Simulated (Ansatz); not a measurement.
Start from GaN (space group Pm-3n, No. 223; a = 5.513 Å; a hypothetical phase, not in the database extracts checked).

One thing is altered: a negative pressure, −1 GPa.

Computed with Ansatz (a quantum-chemistry and plane-wave program) PBEsol, without spin-orbit coupling.

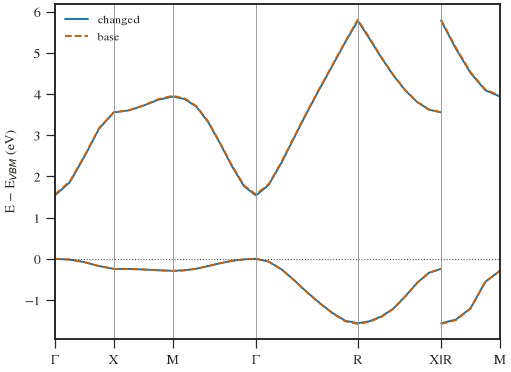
Figure: Highest valence and lowest conduction band along the path, each from its own valence-band maximum

**Question.** From the figure, how large is the changed gap, and is it direct?

**Answer.** About 1.5 eV, direct at Γ.

Load acts through the strain it causes; cell and atoms are relaxed under it. Stability against distortions was not tested.
